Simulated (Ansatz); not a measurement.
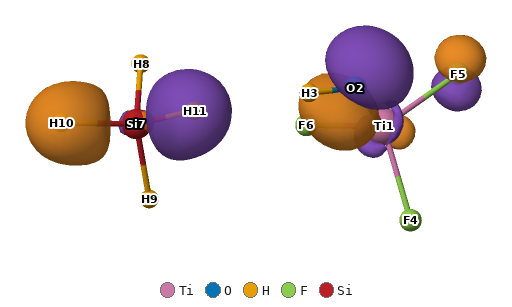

Figure 1: F3HOTi···SiH4. The HOMO−1 at ±0.15 Å⁻³ᐟ² (orange and purple are the two phases), seen from one side.

Computed with Ansatz 0.2.0, RKS BLYP/def2-SVP.

Input

```
crystal:
  periodic: [false, false, false]
  atoms:
    - { symbol: Ti, position_ang: [-0.165782, 0.334753, -0.027109] }
    - { symbol: O, position_ang: [-0.414916, 0.470161, 1.819044] }
    - { symbol: H, position_ang: [-0.786584, -0.193383, 2.43166] }
    - { symbol: F, position_ang: [1.525004, 0.655471, -0.405322] }
    - { symbol: F, position_ang: [-1.13432, 1.566984, -0.823752] }
    - { symbol: F, position_ang: [-0.657009, -1.236318, -0.66559] }
    - { symbol: Si, position_ang: [1.589593, -2.57687, 1.342508] }
    - { symbol: H, position_ang: [0.649503, -3.731391, 1.16505] }
    - { symbol: H, position_ang: [2.325586, -2.310062, 0.062751] }
    - { symbol: H, position_ang: [2.57681, -2.894173, 2.435001] }
    - { symbol: H, position_ang: [0.830714, -1.370371, 1.735158] }
basis:
  gaussian: { orbitals: def2-SVP }
hamiltonian:
  xc: blyp
relax:
  f_tol: 0.03
  max_steps: 50
output:
  orbitals: {}
```

Run with:

```sh
ansatz run input.yaml --threads 4 --pin off --max-ram 5120MiB --backend cpu --events-out ev --progress --plain --runs-dir out
```

The fields are those of the run's last geometry, not of the input's.

### Where does this orbital lie, and at what energy?

It lies mainly on O2 (about 45 %), Si7 (about 20 %), H11 (about 10 %), H10 (about 10 %), Ti1 (about 5 %) and F5 (about 5 %). Its energy is −8.38 eV.
